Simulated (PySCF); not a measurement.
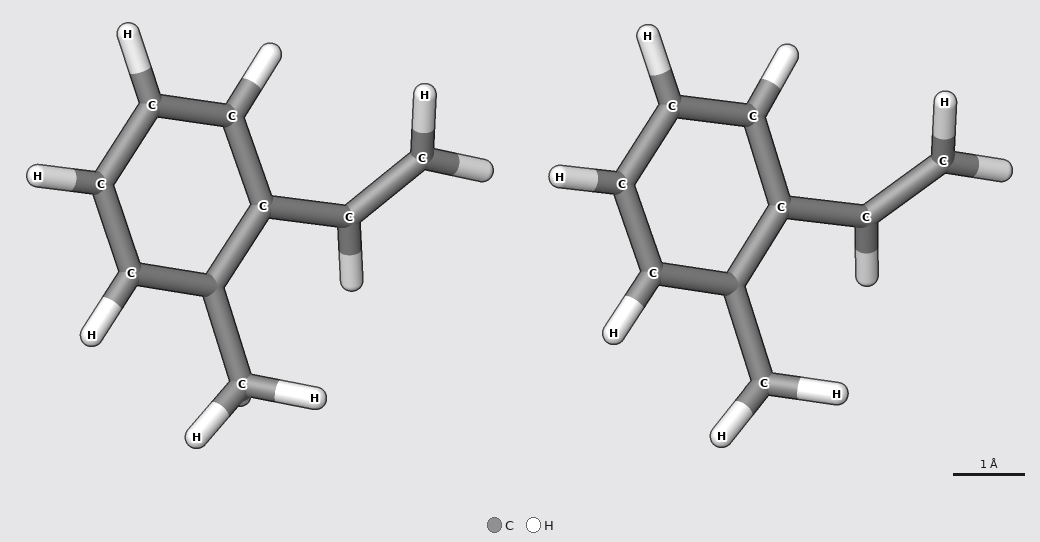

Two geometries of C9H10, drawn at one scale. One is the start of a relaxation, the other its converged end. The picture is a stick view, seen at a tilt.

Level of theory: PBE0-D3(BJ)/def2-SVP geometry optimisation, gas phase in PySCF 2.14.0, density-fitted response routines. 

> Which geometry has the lower energy?

The left one is the relaxed one. The start comes from GFN2-xTB. Its atoms were then displaced at random by about 0.01 Å. The atom that moves furthest after the best rigid fit is an H atom (0.16 Å). By element the largest moves are H 0.16 Å, C 0.06 Å. Near-neighbour distances that change, for instance: C–H 1.038 → 1.092 Å, C–C 1.370 → 1.414 Å, C–C 1.412 → 1.390 Å, C–H 1.075 → 1.095 Å. Among the angles between lasting bonds that change: C–C–H 123.7° → 118.9°, C–C–H 108.7° → 111.7°, C–C–C 121.9° → 119.0°. The energy falls by 0.248 eV in 8 geometry steps. Cost: 2.1 min on 1 thread of Arm Neoverse V1, with other jobs on the host.
